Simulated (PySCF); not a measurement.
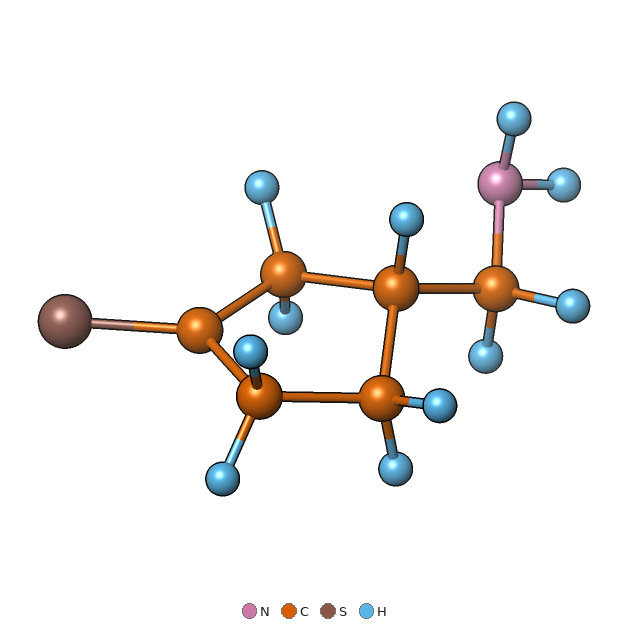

The picture shows a molecular structure as a ball-and-stick model. Every bond is drawn as one stick, whatever its order.

The geometry was computed by an optimisation with GFN2-xTB. No frequency run is at hand to confirm it as a minimum.

Question: Which formula does it have?

Answer: C₆H₁₁NS, 19 atoms: 6 carbon, 11 hydrogen, 1 nitrogen and 1 sulfur.

Question: Describe its rings.

Answer: Independent rings (smallest set): 1 of 5 members.

Question: Name some functional groups or characteristic bonds that it holds.

Answer: Among them: primary amine.

Question: What is the point group of this geometry?

Answer: C1.

Question: Give a SMILES string for it.

Answer: NC[C@@H]1CCC(=S)C1

The parts below concern this one geometry. Atoms keep their numbers from picture to picture.

## Geometry

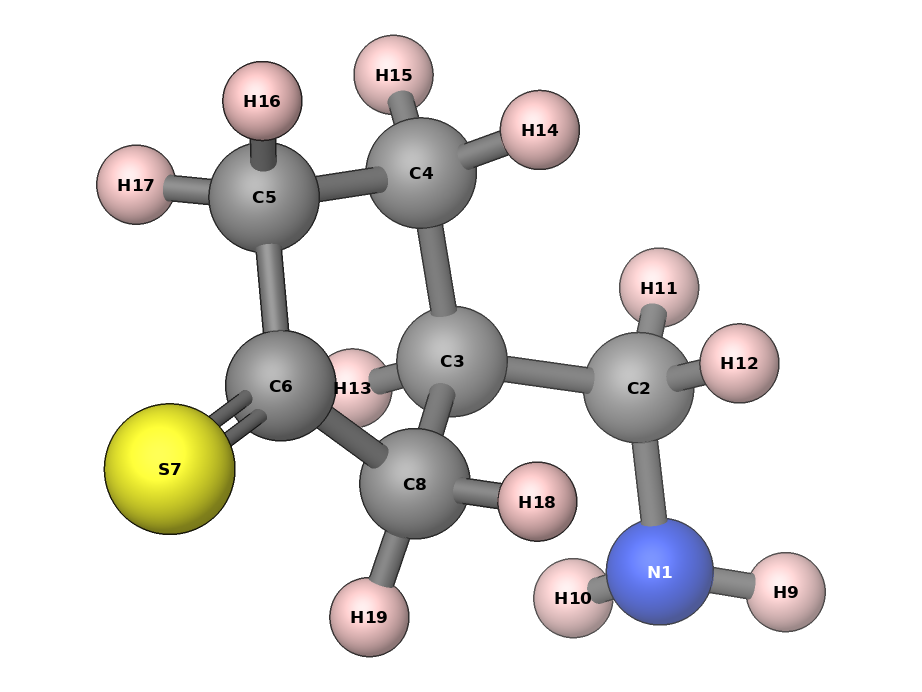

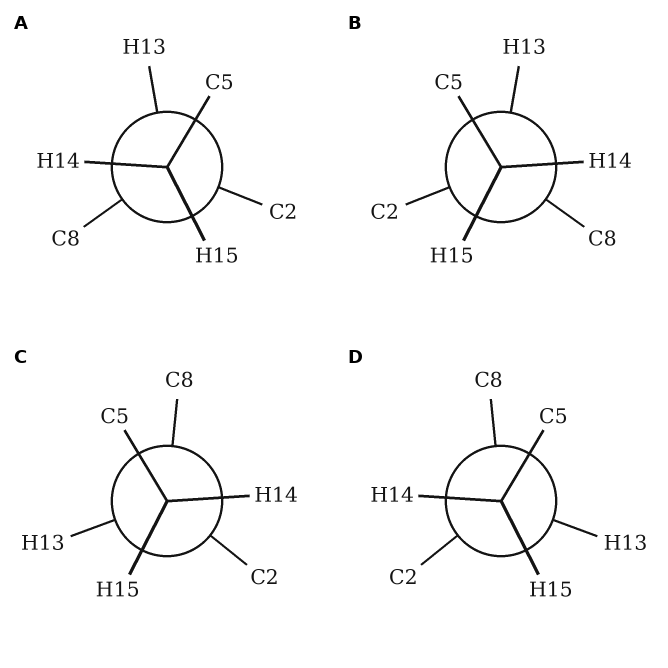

Depth is shown by fading: the farther an atom, the more it takes the colour of the background. Bonds that would overlap in a projection are set slightly apart. No frequency run is at hand to confirm it as a minimum.

Question: Which Newman projection shows the view along C4–C3, with C4 in front?

Answer: D. The torsion angle C5–C4–C3–C2 is −160°, antiperiplanar (anti).

## Excitation

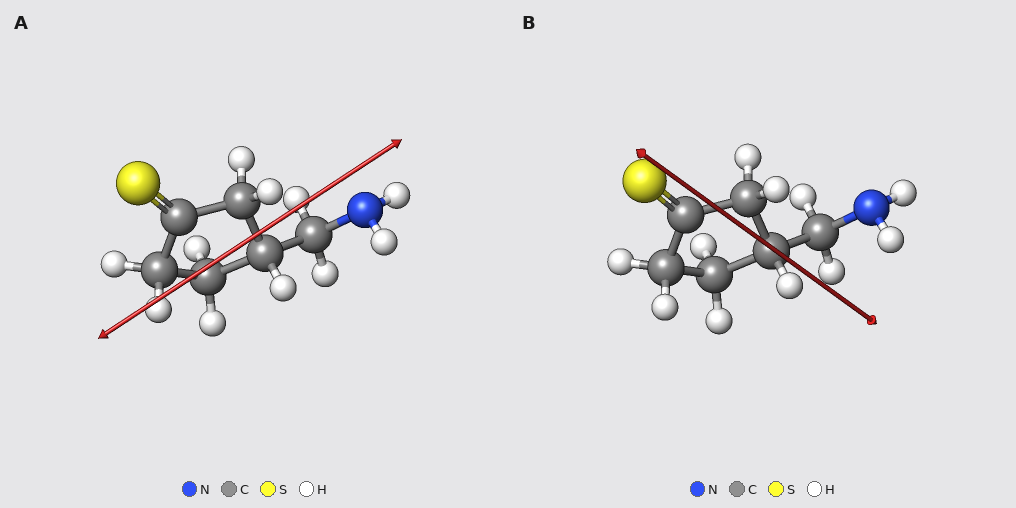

The double arrows show the directions of two transition dipoles from the ground state (lengths mean nothing). No frequency run is at hand to confirm it as a minimum. Properties computed with TDDFT PBE0/def2-SVPD, vertical, gas phase, core orbitals frozen in the response (PySCF 2.14.0).

Question: One belongs to singlet state 3 and one to singlet state 4. Which is which?

Answer: A: state 4, 5.67 eV (219 nm), oscillator strength 0.028, mainly HOMO → LUMO+1 (weight 0.79).
B: state 3, 5.51 eV (225 nm), oscillator strength 0.25, mainly HOMO−2 → LUMO (weight 0.94).

## NMR shielding

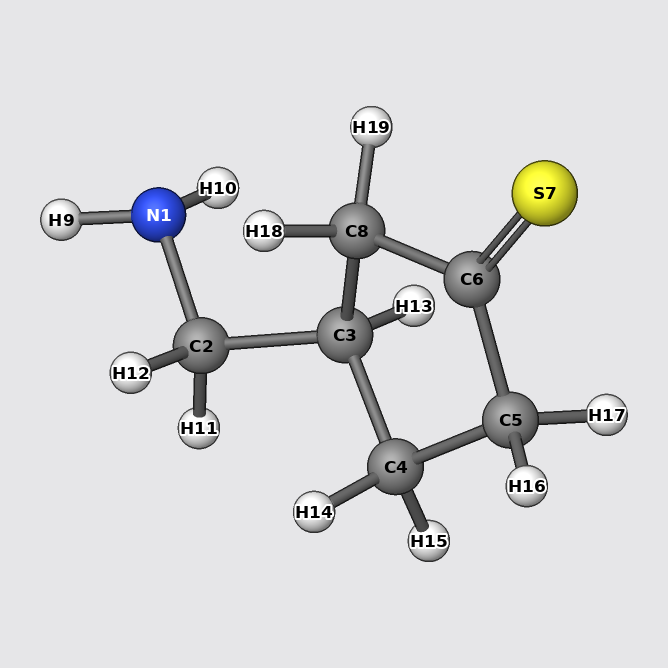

The questions are on isotropic NMR shieldings of the C atoms. No frequency run is at hand to confirm it as a minimum. Method: GIAO PBE0/pcSseg-1 NMR shielding, non-relativistic, gas phase (PySCF 2.14.0).

Give the isotropic NMR shieldings of the C atoms atom by atom.

```tsv
atom	σ (ppm)
C2	133.0
C3	138.7
C4	152.2
C5	131.1
C6	−100.3
C8	124.0
```

## Ring current

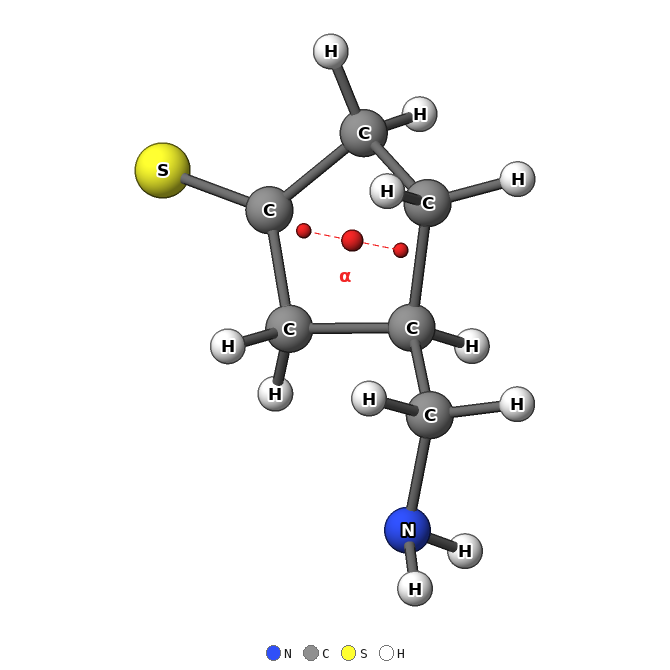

The small points mark where nucleus-independent chemical shifts (NICS) were computed: at the centre of each lettered ring and 1 Å above and below it. No frequency run is at hand to confirm it as a minimum. Properties computed with GIAO PBE0/pcSseg-1 NMR shielding, non-relativistic, gas phase (PySCF 2.14.0).

Give NICS(0), NICS(1) and the out-of-plane component NICS(1)zz for each ring (means of the two sides).

| ring | members | NICS(0) | NICS(1) | NICS(1)zz |
| --- | --- | --- | --- | --- |
| α | C5 | 2.7 | −2.4 | −1.9 |

Values in ppm.

Question: What do the values say about the ring currents?

Answer: Ring α: weak, as in a non-aromatic ring. NICS is one index among several.
